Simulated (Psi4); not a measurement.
# BP86/def2-SVP (sweep point 5) run of GaCNCl2 (SMILES N#[C][Ga]([Cl])[Cl])

What is the vertical singlet–triplet gap of GaCNCl2 at BP86/def2-SVP (sweep point 5)? 

The results are computed with Psi4 1.11.

5 further runs of the same task are left out: 1 that didn't finish, 4 set aside as unsound or not needed.

## Step 1: The system as given

The species is GaCNCl2 (5 atoms), meant as a singlet with charge 0. SMILES: `N#[C][Ga]([Cl])[Cl]`. The shape is that of a PBE0-D4/def2-TZVP optimisation.

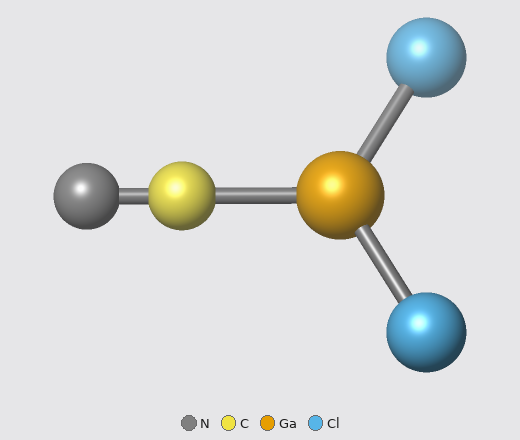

Viewed from a chosen angle; nitrogen grey, carbon yellow, gallium amber, chlorine blue.

## Step 2: The energy at BP86/def2-SVP (sweep point 5)

Input file job.py:

```python
import psi4

psi4.set_memory('1600 MB')
psi4.set_num_threads(1)
psi4.core.set_output_file('ccl2gan.out', False)

geom = psi4.geometry("""
N      1.71889488    -2.49084800     3.61693580
C      0.93257984    -1.35115418     1.93734722
Ga    -0.37681139     0.54556393    -0.86114819
Cl    -3.27961969    -0.99437389    -3.10519797
Cl     1.09925369     4.15172830    -1.66636050
units bohr
symmetry c1
""")

options = {'basis': 'def2-SVP', 'puream': True, 'scf_type': 'pk', 'dft_radial_points': 75, 'dft_spherical_points': 302}
psi4.set_options(options)

e, wfn = psi4.energy('bp86', return_wfn=True)
print(f'bp86 energy: {e:.10f} Eh')
```

On the command line:

```sh
$ python job.py
```

ccl2gan.out, cut to the lines that bear on the results:

```text
[...]
  Running in c1 symmetry.
[...]
  Nuclear repulsion =  473.692743329107657
[...]
  Multiplicity = 1
[...]
  Nalpha       = 39
  Nbeta        = 39
[...]
    Number of basis functions: 96
[...]
   @RKS iter   1: -2935.67881522419248   -9.92231e-01   2.86470e-02 DIIS/ADIIS
[...]
   @RKS iter  12: -2937.94692329671943   -1.22086e-08   2.73604e-07 DIIS
[...]
    Orbital Energies [Eh]
    ---------------------
    Doubly Occupied:
       1A   -371.110790     2A   -100.727571     3A   -100.727556
       4A    -45.428077     5A    -40.284954     6A    -40.281294
       7A    -40.281035     8A    -14.040095     9A     -9.959770
      10A     -9.211852    11A     -9.211834    12A     -7.039805
      13A     -7.039788    14A     -7.033341    15A     -7.033321
      16A     -7.032006    17A     -7.031985    18A     -5.360133
      19A     -3.693740    20A     -3.686144    21A     -3.684288
      22A     -0.842048    23A     -0.838509    24A     -0.835390
      25A     -0.824432    26A     -0.823434    27A     -0.822921
      28A     -0.765348    29A     -0.750991    30A     -0.506065
      31A     -0.407208    32A     -0.376096    33A     -0.344210
      34A     -0.332562    35A     -0.332075    36A     -0.326949
[...]
  @RKS Final Energy: -2937.94692329671943
   => Energetics <=
    Nuclear Repulsion Energy =            473.6927433291076568
    One-Electron Energy =               -5021.6059114237432368
    Two-Electron Energy =                1754.1523546947410068
    DFT Exchange-Correlation Energy =    -144.1861098968248598
    Empirical Dispersion Energy =           0.0000000000000000
    VV10 Nonlocal Energy =                  0.0000000000000000
    Total Energy =                      -2937.9469232967194330
[...]
 Multipole Moments:
 ------------------------------------------------------------------------------------
     Multipole            Electronic (a.u.)      Nuclear  (a.u.)        Total (a.u.)
 ------------------------------------------------------------------------------------
 L = 1.  Multiply by 2.5417464519 to convert [e a0] to [Debye]
 Dipole X            :         -0.8303722            0.5579860           -0.2723862
 Dipole Y            :          1.2037253           -0.8087440            0.3949812
 Dipole Z            :         -1.7742773            1.1922141           -0.5820632
 Magnitude           :                                                    0.7543222
[...]
```

The script printed:

```text
bp86 energy: -2937.9469232967 Eh
```

Wall time 6.3 s (1 thread of AMD EPYC 7R43 (Zen 3), shared host); peak memory 0.57 GiB.

## Step 3: The triplet

Input file run.py:

```python
import psi4

psi4.set_memory('1600 MB')
psi4.set_num_threads(1)
psi4.set_output_file('run.log', False)

mol = psi4.geometry("""
0 3
N      1.71889488    -2.49084800     3.61693580
C      0.93257984    -1.35115418     1.93734722
Ga    -0.37681139     0.54556393    -0.86114819
Cl    -3.27961969    -0.99437389    -3.10519797
Cl     1.09925369     4.15172830    -1.66636050
units au
symmetry c1
""")

psi4.set_options({
    'reference': 'uks',
    'puream': True,
    'scf_type': 'pk',
    'dft_radial_points': 75,
    'dft_spherical_points': 302,
    'maxiter': 100,
})

e = psi4.energy('bp86/def2-SVP')
print(f'total energy {e:.8f} hartree = {e * 27.211386:.5f} eV')
for k, v in sorted(psi4.core.scalar_variables().items()):
    print(f'{k:45s} {v:18.10f}')
```

On the command line:

```sh
$ python run.py
```

run.log, cut to the lines that bear on the results:

```text
[...]
  Running in c1 symmetry.
[...]
  Nuclear repulsion =  473.692743329107657
[...]
  Multiplicity = 3
[...]
  Nalpha       = 40
  Nbeta        = 38
[...]
    Number of basis functions: 96
[...]
   @UKS iter   1: -2935.19022363930799   -5.03640e-01   2.93722e-02 ADIIS/DIIS
[...]
   @UKS iter  25: -2937.75776501293558   -1.10876e-08   5.74771e-07 DIIS
[...]
   @S^2 Observed:                2.003862626E+00
[...]
  @UKS Final Energy: -2937.75776501293558
   => Energetics <=
    Nuclear Repulsion Energy =            473.6927433291076568
    One-Electron Energy =               -5021.3818650537677968
    Two-Electron Energy =                1754.0479522883551908
    DFT Exchange-Correlation Energy =    -144.1165955766304023
    Empirical Dispersion Energy =           0.0000000000000000
    VV10 Nonlocal Energy =                  0.0000000000000000
    Total Energy =                      -2937.7577650129355789
[...]
 Multipole Moments:
 ------------------------------------------------------------------------------------
     Multipole            Electronic (a.u.)      Nuclear  (a.u.)        Total (a.u.)
 ------------------------------------------------------------------------------------
 L = 1.  Multiply by 2.5417464519 to convert [e a0] to [Debye]
 Dipole X            :         -0.8582880            0.5579860           -0.3003020
 Dipole Y            :          1.2423212           -0.8087440            0.4335772
 Dipole Z            :         -1.8324580            1.1922141           -0.6402439
 Magnitude           :                                                    0.8295075
[...]
```

The script printed:

```text
total energy -2937.75776501 hartree = -79940.46052 eV
CURRENT ENERGY                                  -2937.7577650129
CURRENT REFERENCE ENERGY                        -2937.7577650129
DD SOLVATION ENERGY                                 0.0000000000
DFT FUNCTIONAL TOTAL ENERGY                     -2937.7577650129
DFT TOTAL ENERGY                                -2937.7577650129
DFT VV10 ENERGY                                     0.0000000000
DFT XC ENERGY                                    -144.1165955766
GRID ELECTRONS ALPHA                               39.9999991526
GRID ELECTRONS BETA                                37.9999996614
GRID ELECTRONS TOTAL                               77.9999988140
NUCLEAR REPULSION ENERGY                          473.6927433291
ONE-ELECTRON ENERGY                             -5021.3818650538
PCM POLARIZATION ENERGY                             0.0000000000
PE ENERGY                                           0.0000000000
SCF ITERATION ENERGY                            -2937.7577650129
SCF ITERATIONS                                     25.0000000000
SCF TOTAL ENERGY                                -2937.7577650129
TWO-ELECTRON ENERGY                              1754.0479522884
XC GRID RADIAL POINTS                              75.0000000000
XC GRID SPHERICAL POINTS                          302.0000000000
XC GRID TOTAL POINTS                           107350.0000000000
```

Run time: 12 s. Hardware: 1 thread of AMD EPYC 7R43 (Zen 3), shared host; peak memory 0.57 GiB.

## Step 4: What came out

At BP86/def2-SVP (sweep point 5):

```
                                        quantity           value
                           singlet: total energy  -2937.94692 Eh
                          singlet: dipole moment          1.92 D
                            singlet: HOMO energy        -8.32 eV
                            singlet: LUMO energy        -3.32 eV
                          singlet: HOMO–LUMO gap         5.01 eV
                           triplet: total energy  -2937.75777 Eh
                          triplet: dipole moment          2.11 D
     triplet: HOMO energy (highest over α and β)        -3.46 eV
                                   triplet: ⟨S²⟩           2.004
vertical energy of the triplet above the singlet        5.147 eV
```

What this shows: At this shape the triplet lies 5.15 eV (497 kJ/mol) above the singlet.
